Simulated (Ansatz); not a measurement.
Sn3GeO (5 atoms in the cell), run with Ansatz.

```
crystal:
  lattice:
    - [4.8557619332, 0.0, 0.0]
    - [0.0, 4.8557619332, 0.0]
    - [0.0, 0.0, 4.8557619332]
  atoms:
    - { symbol: Sn, position: [0.0, 0.5, 0.5] }
    - { symbol: Sn, position: [0.5, 0.0, 0.5] }
    - { symbol: Sn, position: [0.5, 0.5, 0.0] }
    - { symbol: Ge, position: [0.0, 0.0, 0.0] }
    - { symbol: O, position: [0.5, 0.5, 0.5] }
basis:
  ecutwfc: 420
kpoints:
  mp_grid: { grid: [8, 7, 9] }
hamiltonian:
  xc: pbe
scf:
  occupations: { method: gaussian, width: 0.1 }
  max_iter: 75
output:
  forces: true
  eigenvalues: true
  stress: true
```

Launched with:
```bash
ansatz run input.yaml --threads 1 --pin off --max-ram 2560MiB --backend cpu --events-out ev --progress --plain --runs-dir out
```

Q: What does the convergence history look like?

A: The run converged; it took 8 iterations. The residual falls at every step. The input holds an odd setting (a mesh that breaks the symmetry). The SCF closed; whether the result suffers can't be told from this run alone.

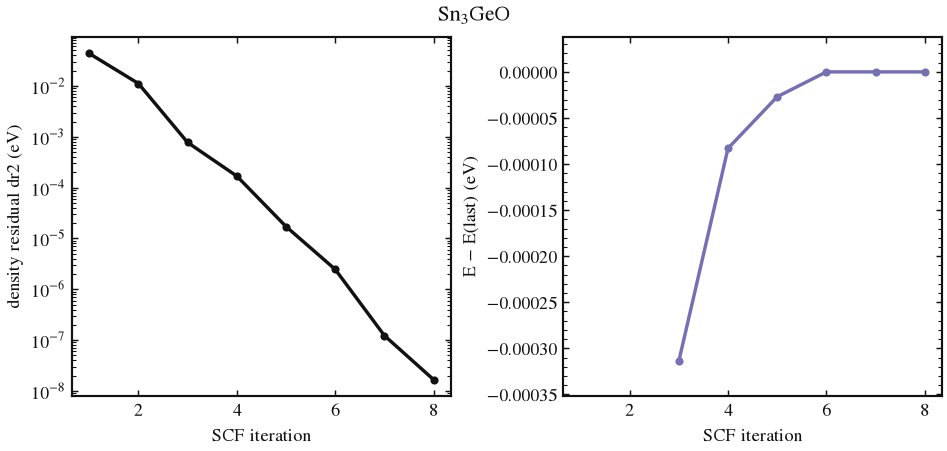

SCF iterations of a calculation: density residual dr2, Harris–Foulkes energy less its last value. The starting density is a sum of atomic densities corrected by a trained network. The first two energies lie far off the scale and aren't drawn.
